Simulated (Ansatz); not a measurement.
# BNH3 (doublet): correlated methods under varied settings

Aim: run BNH3 (doublet) at one geometry under a spread of methods and options, and see what each costs and gives.

Computed with Ansatz 0.2.0, Gaussian basis. Level: the settings change from run to run.

22 further runs of the same task are left out: 1 for a known fault of the program, 8 that didn't finish, 13 set aside as unsound or not needed.

### Step 1. What is computed

The geometry is a PBE0/def2-TZVP stationary point (not a proven minimum).

5 atoms, charge 0, spin multiplicity 2.

Atoms are counted from 1 here; the program's logs count them from 0.

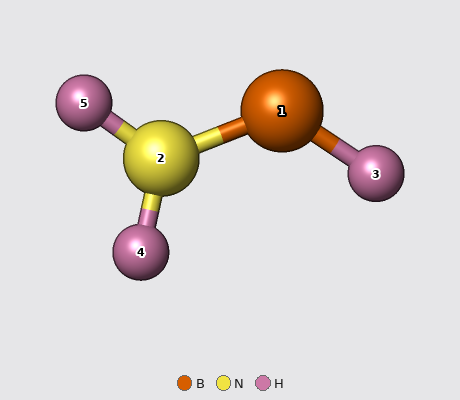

The geometry (boron orange, nitrogen yellow, hydrogen pink); atoms are numbered from 1 in the order of the file.

### Step 2. NEVPT2(5,3)/def2-SVP

Input file in.yaml:

```yaml
crystal:
  periodic: [false, false, false]
  atoms:
    - {symbol: B, position_ang: [0.000000, -0.179775, 0.786527]}
    - {symbol: N, position_ang: [0.000000, 0.067403, -0.564987]}
    - {symbol: H, position_ang: [0.000000, 0.657847, 1.639246]}
    - {symbol: H, position_ang: [0.000000, 0.995722, -0.965199]}
    - {symbol: H, position_ang: [0.000000, -0.661987, -1.258945]}
basis:
  gaussian: {orbitals: def2-SVP}
magnetization: {spin_polarized: false, initial_magnetization: 1}
correlation: {method: sc_nevpt2, electrons: outside_noble_gas, active_space: {window: {electrons: 5, orbitals: 3}}}
```

Run with:

```bash
> ansatz run in.yaml --threads 1 --pin off --events-out ev --progress --plain --max-ram 2393MiB
```

The log of the run:

```text
Functional definition: HF
  name "HF"
  cite "Fock, Z. Phys. 61, 126 (1930) doi:10.1007/BF01340294"
  parent pbe
  exchange = exact_x
  correlation = 0
442 factors; integrals over basis functions are off by at most 1.4e-3 eV
mean field evaluation 1: about -2196.4793 eV, gradient 2.6e1 eV
mean field evaluation 2: about -2196.4797 eV, gradient 2.6e1 eV
mean field evaluation 4: about -2198.4486 eV, gradient 2.4e0 eV
mean field evaluation 8: about -2198.4793 eV, gradient 9.9e-5 eV
mean field -2198.47925086 eV, -80.7926222863 hartree, gradient 1.5e-6 eV, S^2 0.750000; 0 other end points of the search recorded, 0 dependent functions left out
reference -2198.47925086 eV, -80.7926222863 hartree; 8, 7 occupied and 35, 36 virtual orbitals, 442 factors
state -2198.47925086 eV, -80.7926222863 hartree
state -2198.47925086 eV, -80.7926222863 hartree; corrected -2204.78518180 eV, -81.0243609742 hartree
WARN: 2 active orbitals are nearly empty or full. The corrections depend on them more than the energy does, and are more stable in an active space without them
Total energy: -2204.78518180 eV, -81.0243609742 hartree
```

It took 0.72 s on 1 thread of Arm Neoverse V1, shared host.

From the report: 2 determinants; active occupations 2.00, 2.00, 1.00. The report marks this result as in doubt.

### Step 3. CCSD on ROHF/cc-pVDZ

in.yaml: that of step 2 with these lines changed.

```diff
@@ -9,4 +9,5 @@
 basis:
-  gaussian: {orbitals: def2-SVP}
+  gaussian: {orbitals: cc-pVDZ, fitting: {mean_field: def2-universal-jkfit}}
 magnetization: {spin_polarized: false, initial_magnetization: 1}
-correlation: {method: sc_nevpt2, electrons: outside_noble_gas, active_space: {window: {electrons: 5, orbitals: 3}}}
+correlation: {method: ccsd, electrons: outside_noble_gas}
+scf: {lower_state_search: light}
```

Same command.

The log of the run (excerpt; [...] marks lines left out):

```text
Functional definition: HF
  name "HF"
  cite "Fock, Z. Phys. 61, 126 (1930) doi:10.1007/BF01340294"
  parent pbe
[...]
206 factors; integrals over basis functions are off by at most 2.6e-1 eV
[...]
mean field -2200.26624814 eV, -80.8582932253 hartree, gradient 1.7e-6 eV, S^2 0.750000; 0 other end points of the search recorded, 0 dependent functions left out
[...]
2 core orbitals not correlated: weight in the atoms' cores, before any rotation towards them, 1.000 or more for the frozen orbitals, at most 0.000 for the correlated occupied ones
reference -2200.26624814 eV, -80.8582932253 hartree; 6, 5 occupied and 35, 36 virtual orbitals, 206 factors
second order -6.49804372 eV of doubles, -0.02173426 eV of singles
cycle   1  -6.93124920 eV  change   -4.1e-1 eV  update   6.2e-2
[...]
cycle  10  -7.18259129 eV  change   -8.0e-6 eV  update   8.9e-6
Total energy: -2207.44883944 eV, -81.1222485868 hartree
```

Run time: 0.57 s. Hardware: 1 thread of Arm Neoverse V1, shared host.

From the report: correlation -7.1826 eV; T1 0.018; largest double amplitude 0.06.

### Step 4. BCCD(T) on ROHF/6-31G*

in.yaml: that of step 3 with these lines changed.

```diff
@@ -9,5 +9,4 @@
 basis:
-  gaussian: {orbitals: cc-pVDZ, fitting: {mean_field: def2-universal-jkfit}}
+  gaussian: {orbitals: "6-31G*"}
 magnetization: {spin_polarized: false, initial_magnetization: 1}
-correlation: {method: ccsd, electrons: outside_noble_gas}
-scf: {lower_state_search: light}
+correlation: {method: bccd_t, electrons: valence}
```

The command is unchanged.

The log of the run (excerpt; [...] marks lines left out):

```text
Functional definition: HF
  name "HF"
  cite "Fock, Z. Phys. 61, 126 (1930) doi:10.1007/BF01340294"
  parent pbe
[...]
373 factors; integrals over basis functions are off by at most 9.1e-4 eV
[...]
mean field -2199.91861909 eV, -80.8455180933 hartree, gradient 1.6e-6 eV, S^2 0.750000; 0 other end points of the search recorded, 0 dependent functions left out
2 core orbitals not correlated: weight in the atoms' cores, before any rotation towards them, 1.000 or more for the frozen orbitals, at most 0.000 for the correlated occupied ones
reference -2199.91861909 eV, -80.8455180933 hartree; 6, 5 occupied and 28, 29 virtual orbitals, 373 factors
second order -6.06113774 eV of doubles, -0.01900020 eV of singles
cycle   1  -6.45087701 eV  change   -3.7e-1 eV  update   6.1e-2
[...]
cycle  10  -6.67185275 eV  change   -4.4e-6 eV  update   8.5e-6
perturbative correction -0.17105368 eV, -0.0062861066 hartree
Total energy: -2206.76152552 eV, -81.0969902662 hartree
```

It took 1 s on 1 thread of Arm Neoverse V1, shared host.

From the report: correlation -6.8429 eV; largest double amplitude 0.06.

### Step 5. NEVPT2(5,4)/6-31G*

in.yaml: that of step 4 with these lines changed.

```diff
@@ -9,4 +9,5 @@
 basis:
-  gaussian: {orbitals: "6-31G*"}
+  gaussian: {orbitals: "6-31G*", point_charges: [{charge: 0.50, position_ang: [3.001, 0.982, 0.108]}]}
 magnetization: {spin_polarized: false, initial_magnetization: 1}
-correlation: {method: bccd_t, electrons: valence}
+correlation: {method: sc_nevpt2, electrons: valence, active_space: {window: {electrons: 5, orbitals: 4}}}
+output: {forces: true}
```

The command is unchanged.

The log of the run (excerpt; [...] marks lines left out):

```text
Functional definition: HF
  name "HF"
  cite "Fock, Z. Phys. 61, 126 (1930) doi:10.1007/BF01340294"
  parent pbe
[...]
373 factors; integrals over basis functions are off by at most 9.1e-4 eV
[...]
mean field -2199.99167169 eV, -80.8482027266 hartree, gradient 1.6e-6 eV, S^2 0.750000; 0 other end points of the search recorded, 0 dependent functions left out
reference -2199.99167169 eV, -80.8482027266 hartree; 8, 7 occupied and 28, 29 virtual orbitals, 373 factors
state -2200.48372581 eV, -80.8662853822 hartree
state -2200.48372581 eV, -80.8662853822 hartree; corrected -2206.01551164 eV, -81.0695747619 hartree
state -2200.47952420 eV, -80.8661309759 hartree
state -2200.47952420 eV, -80.8661309759 hartree; corrected -2205.93360823 eV, -81.0665648670 hartree
state -2200.48372581 eV, -80.8662853822 hartree; corrected -2206.01551164 eV, -81.0695747619 hartree
state -2200.43010647 eV, -80.8643149075 hartree
state -2200.43010647 eV, -80.8643149075 hartree; corrected -2205.99035994 eV, -81.0686504537 hartree
state -2200.48372581 eV, -80.8662853822 hartree; corrected -2206.01551164 eV, -81.0695747619 hartree
[...]
Total energy: -2206.01551164 eV, -81.0695747619 hartree
Atom 0 at     0.000000    -0.179775     0.786527 Å, force    -0.134089    -0.033554     0.598371 eV/Å
Atom 1 at     0.000000     0.067403    -0.564987 Å, force     0.485159    -0.175969    -0.444303 eV/Å
Atom 2 at     0.000000     0.657847     1.639246 Å, force     0.075768    -0.029987    -0.093551 eV/Å
Atom 3 at     0.000000     0.995722    -0.965199 Å, force    -0.269165     0.665923    -0.036296 eV/Å
Atom 4 at     0.000000    -0.661987    -1.258945 Å, force    -0.087809    -0.369152    -0.060019 eV/Å
Dipole moment:    -0.067887     0.109457    -0.463879 e Å
```

Run time: 1.5 s. Hardware: 1 thread of Arm Neoverse V1, shared host.

From the report: 24 determinants; active occupations 2.00, 1.98, 1.00, 0.02.

### Step 6. BCCD(T) on UHF/cc-pVDZ

Input file in.yaml:

```yaml
crystal:
  periodic: [false, false, false]
  atoms:
    - {symbol: B, position_ang: [0.000000, -0.179775, 0.786527]}
    - {symbol: N, position_ang: [0.000000, 0.067403, -0.564987]}
    - {symbol: H, position_ang: [0.000000, 0.657847, 1.639246]}
    - {symbol: H, position_ang: [0.000000, 0.995722, -0.965199]}
    - {symbol: H, position_ang: [0.000000, -0.661987, -1.258945]}
basis:
  gaussian: {orbitals: cc-pVDZ}
magnetization: {spin_polarized: true, initial_magnetization: 1}
correlation: {method: bccd_t, electrons: all}
scf: {lower_state_search: light}
output: {forces: true}
```

The command is unchanged.

The log of the run (excerpt; [...] marks lines left out):

```text
Functional definition: HF
  name "HF"
  cite "Fock, Z. Phys. 61, 126 (1930) doi:10.1007/BF01340294"
  parent pbe
[...]
396 factors; integrals over basis functions are off by at most 1.3e-3 eV
[...]
mean field -2200.30444776 eV, -80.8596970354 hartree, gradient 4.6e-6 eV, S^2 0.756632; 0 other end points of the search recorded, 0 dependent functions left out
reference -2200.30444776 eV, -80.8596970354 hartree; 8, 7 occupied and 35, 36 virtual orbitals, 396 factors
second order -6.61118302 eV of doubles, -0.00000000 eV of singles
cycle   1  -7.01985861 eV  change   -4.1e-1 eV  update   6.1e-2
[...]
cycle  13  -7.24500659 eV  change    1.0e-6 eV  update   7.5e-7
perturbative correction -0.19830313 eV, -0.0072875055 hartree
[...]
Total energy: -2207.74775748 eV, -81.1332336220 hartree
Atom 0 at     0.000000    -0.179775     0.786527 Å, force     0.000000    -0.431449     0.489273 eV/Å
Atom 1 at     0.000000     0.067403    -0.564987 Å, force     0.000000     0.086968    -0.274611 eV/Å
Atom 2 at     0.000000     0.657847     1.639246 Å, force     0.000000     0.272238     0.227083 eV/Å
Atom 3 at     0.000000     0.995722    -0.965199 Å, force     0.000000     0.385796    -0.153941 eV/Å
Atom 4 at     0.000000    -0.661987    -1.258945 Å, force     0.000000    -0.313553    -0.287804 eV/Å
Dipole moment:    -0.000000     0.163943    -0.496301 e Å
```

Wall time 7 s (1 thread of Arm Neoverse V1, shared host).

From the report: ⟨S²⟩ of the determinant 0.757 (pure doublet: 0.75); correlation -7.4433 eV; largest double amplitude 0.06.

### Step 7. CCSD(T)/def2-mTZVP

in.yaml: that of step 6 with these lines changed.

```diff
@@ -9,6 +9,6 @@
 basis:
-  gaussian: {orbitals: cc-pVDZ}
+  gaussian: {orbitals: def2-mTZVP}
 magnetization: {spin_polarized: true, initial_magnetization: 1}
-correlation: {method: bccd_t, electrons: all}
-scf: {lower_state_search: light}
-output: {forces: true}
+hamiltonian: {xc: {name: B3LYP}}
+correlation: {method: ccsd_t, electrons: outside_noble_gas}
+scf: {lower_state_search: full}
```

The command is unchanged.

The log of the run (excerpt; [...] marks lines left out):

```text
Functional definition: B3LYP
  name "B3LYP"
  cite "Stephens, Devlin, Chabalowski & Frisch, J. Phys. Chem. 98, 11623 (1994) doi:10.1021/j100096a001"
  cite "Becke, Phys. Rev. A 38, 3098 (1988) doi:10.1103/PhysRevA.38.3098"
  cite "Lee, Yang & Parr, Phys. Rev. B 37, 785 (1988) doi:10.1103/PhysRevB.37.785"
  cite "Vosko, Wilk & Nusair, Can. J. Phys. 58, 1200 (1980) doi:10.1139/p80-159"
[...]
439 factors; integrals over basis functions are off by at most 1.1e-3 eV
[...]
mean field -2214.84673337 eV, -81.3941161744 hartree, gradient 8.9e-6 eV, S^2 0.752134; 2 other end points of the search recorded, 0 dependent functions left out
2 core orbitals not correlated: weight in the atoms' cores, before any rotation towards them, 1.000 or more for the frozen orbitals, at most 0.000 for the correlated occupied ones
reference -2200.39970615 eV, -80.8631977165 hartree; 6, 5 occupied and 39, 40 virtual orbitals, 439 factors
second order -6.68398087 eV of doubles, -0.25774108 eV of singles
cycle   1  -6.97224328 eV  change   -3.8e-2 eV  update   5.9e-2
[...]
cycle  10  -7.20676544 eV  change   -5.3e-6 eV  update   7.8e-6
perturbative correction -0.23352912 eV, -0.0085820368 hartree
Total energy: -2207.84000071 eV, -81.1366234985 hartree
```

Wall time 3 s (1 thread of Arm Neoverse V1, shared host).

From the report: ⟨S²⟩ of the determinant 0.752 (pure doublet: 0.75); correlation -7.4403 eV; T1 0.009; largest double amplitude 0.04. The orbitals are Kohn-Sham ones, so correlation energy and T1 don't compare with those on Hartree-Fock orbitals.

### Step 8. CCSD(T) on UHF/6-31++G**

in.yaml: that of step 7 with these lines changed.

```diff
@@ -9,6 +9,5 @@
 basis:
-  gaussian: {orbitals: def2-mTZVP}
+  gaussian: {orbitals: "6-31++G**"}
 magnetization: {spin_polarized: true, initial_magnetization: 1}
-hamiltonian: {xc: {name: B3LYP}}
-correlation: {method: ccsd_t, electrons: outside_noble_gas}
-scf: {lower_state_search: full}
+correlation: {method: ccsd_t, electrons: all}
+output: {forces: true}
```

The command is unchanged.

The log of the run (excerpt; [...] marks lines left out):

```text
Functional definition: HF
  name "HF"
  cite "Fock, Z. Phys. 61, 126 (1930) doi:10.1007/BF01340294"
  parent pbe
[...]
511 factors; integrals over basis functions are off by at most 1.3e-3 eV
[...]
mean field -2200.37022526 eV, -80.8621143137 hartree, gradient 3.2e-6 eV, S^2 0.756036; 1 other end points of the search recorded, 0 dependent functions left out
determinant -2200.37022526 eV, -80.8621143137 hartree, with singles and doubles -2207.82036279 eV, -81.1359018183 hartree
determinant -2196.99546271 eV, -80.7380940775 hartree, with singles and doubles -2204.50558628 eV, -81.0140860281 hartree
reference -2200.37022526 eV, -80.8621143137 hartree; 8, 7 occupied and 48, 49 virtual orbitals, 511 factors
second order -6.86009671 eV of doubles, -0.00000000 eV of singles
cycle   1  -7.43319139 eV  change   -3.5e-1 eV  update   2.0e-2
[...]
cycle  11  -7.45154599 eV  change   -6.4e-7 eV  update   1.0e-6
perturbative correction -0.19573916 eV, -0.0071932814 hartree
[...]
Total energy: -2208.01751041 eV, -81.1431468595 hartree
Atom 0 at     0.000000    -0.179775     0.786527 Å, force    -0.000000    -0.084142     0.804873 eV/Å
Atom 1 at     0.000000     0.067403    -0.564987 Å, force     0.000000     0.147224    -0.602484 eV/Å
Atom 2 at     0.000000     0.657847     1.639246 Å, force    -0.000000    -0.077189    -0.145701 eV/Å
Atom 3 at     0.000000     0.995722    -0.965199 Å, force    -0.000000     0.067484    -0.018218 eV/Å
Atom 4 at     0.000000    -0.661987    -1.258945 Å, force    -0.000000    -0.053376    -0.038469 eV/Å
Dipole moment:     0.000000     0.167923    -0.448029 e Å
```

It took 13 s on 1 thread of Arm Neoverse V1, shared host; peak memory 0.27 GiB.

From the report: ⟨S²⟩ of the determinant 0.756 (pure doublet: 0.75); correlation -7.6473 eV; T1 0.013; largest double amplitude 0.04.

### Step 9. HF/cc-pVDZ

in.yaml: that of step 8 with these lines changed.

```diff
@@ -9,5 +9,6 @@
 basis:
-  gaussian: {orbitals: "6-31++G**"}
+  gaussian: {orbitals: cc-pVDZ}
 magnetization: {spin_polarized: true, initial_magnetization: 1}
-correlation: {method: ccsd_t, electrons: all}
-output: {forces: true}
+hamiltonian: {xc: hf}
+scf: {lower_state_search: off}
+output: {orbitals: {seedname: orbitals}}
```

Launched as before.

The log of the run:

```text
Functional definition: HF
  name "HF"
  cite "Fock, Z. Phys. 61, 126 (1930) doi:10.1007/BF01340294"
  parent pbe
  exchange = exact_x
  correlation = 0
these checks for a lower state are left out or cut short: stability, starts, cluster_reference, orbital_swaps, neighbouring_geometries, increment
396 factors; integrals over basis functions are off by at most 1.3e-3 eV
mean field evaluation 1: about -2198.2343 eV, gradient 1.9e1 eV
mean field evaluation 2: about -2198.2344 eV, gradient 1.9e1 eV
mean field evaluation 4: about -2200.2237 eV, gradient 2.3e0 eV
mean field evaluation 8: about -2200.3043 eV, gradient 7.5e-2 eV
mean field -2200.30444776 eV, -80.8596970354 hartree, gradient 4.6e-6 eV, S^2 0.756632; 0 other end points of the search recorded, 0 dependent functions left out
reference -2200.30444776 eV, -80.8596970354 hartree; 8, 7 occupied and 35, 36 virtual orbitals, 396 factors
Total energy: -2200.30444776 eV, -80.8596970354 hartree
Checks for a lower state left out: stability, starts, cluster_reference, orbital_swaps, neighbouring_geometries, increment
```

Wall time 0.18 s (1 thread of Arm Neoverse V1, shared host).

From the report: ⟨S²⟩ of the determinant 0.757 (pure doublet: 0.75).

### Step 10. BCCD on UHF/cc-pVDZ

in.yaml: that of step 9 with these lines changed.

```diff
@@ -11,4 +11,4 @@
 magnetization: {spin_polarized: true, initial_magnetization: 1}
-hamiltonian: {xc: hf}
-scf: {lower_state_search: off}
-output: {orbitals: {seedname: orbitals}}
+correlation: {method: bccd, electrons: all}
+scf: {lower_state_search: light}
+output: {forces: true}
```

Launched as before.

The log of the run (excerpt; [...] marks lines left out):

```text
Functional definition: HF
  name "HF"
  cite "Fock, Z. Phys. 61, 126 (1930) doi:10.1007/BF01340294"
  parent pbe
[...]
396 factors; integrals over basis functions are off by at most 1.3e-3 eV
[...]
mean field -2200.30444776 eV, -80.8596970354 hartree, gradient 4.6e-6 eV, S^2 0.756632; 0 other end points of the search recorded, 0 dependent functions left out
reference -2200.30444776 eV, -80.8596970354 hartree; 8, 7 occupied and 35, 36 virtual orbitals, 396 factors
second order -6.61118302 eV of doubles, -0.00000000 eV of singles
cycle   1  -7.01985861 eV  change   -4.1e-1 eV  update   6.1e-2
[...]
cycle  13  -7.24500659 eV  change    1.0e-6 eV  update   7.5e-7
[...]
Total energy: -2207.54945435 eV, -81.1259461166 hartree
Atom 0 at     0.000000    -0.179775     0.786527 Å, force    -0.000000    -0.380218     0.387108 eV/Å
Atom 1 at     0.000000     0.067403    -0.564987 Å, force     0.000000     0.085994    -0.248354 eV/Å
Atom 2 at     0.000000     0.657847     1.639246 Å, force     0.000000     0.248644     0.209473 eV/Å
Atom 3 at     0.000000     0.995722    -0.965199 Å, force    -0.000000     0.306610    -0.114229 eV/Å
Atom 4 at     0.000000    -0.661987    -1.258945 Å, force     0.000000    -0.261029    -0.233999 eV/Å
Dipole moment:     0.000000     0.160938    -0.485115 e Å
```

It took 4.6 s on 1 thread of Arm Neoverse V1, shared host.

From the report: ⟨S²⟩ of the determinant 0.757 (pure doublet: 0.75); correlation -7.2450 eV; largest double amplitude 0.06.

### Step 11. The runs in one table

Where basis and cores are those of an earlier UCCSDT(Q)/cc-pVDZ run (-2207.6677 eV), and the state is the same kind, the miss against it is given. † marks a result that the program doubts.

```
                                     level         correlated  functions  energy (eV)  from UCCSDT(Q) (meV)    time
                    NEVPT2(5,3)/def2-SVP †  outside noble gas         43   -2204.7852                        0.72 s
                      CCSD on ROHF/cc-pVDZ  outside noble gas         43   -2207.4488                 218.9  0.57 s
                    BCCD(T) on ROHF/6-31G*            valence         36   -2206.7615                           1 s
NEVPT2(5,4)/6-31G* (beside a point charge)            valence         36   -2206.0155                         1.5 s
                    BCCD(T) on UHF/cc-pVDZ                all         43   -2207.7478                           7 s
    CCSD(T)/def2-mTZVP (on B3LYP orbitals)  outside noble gas         47   -2207.8400                           3 s
                  CCSD(T) on UHF/6-31++G**                all         56   -2208.0175                          13 s
                                HF/cc-pVDZ                            43   -2200.3044                7363.3  0.18 s
                       BCCD on UHF/cc-pVDZ                all         43   -2207.5495                         4.6 s
```

### Step 12. Outcome

```
quantity                           value
    runs                               9
quickest              HF/cc-pVDZ, 0.18 s
 slowest  CCSD(T) on UHF/6-31++G**, 13 s
```

**Reading.** Total energies in different bases, with other cores or another treatment of relativity can't be set against each other. CCSD(T) on UHF/6-31++G** took 72 times as long as HF/cc-pVDZ; the jobs differ in more than the method. Hartree-Fock, CASSCF and CASCI lack dynamic correlation by design.
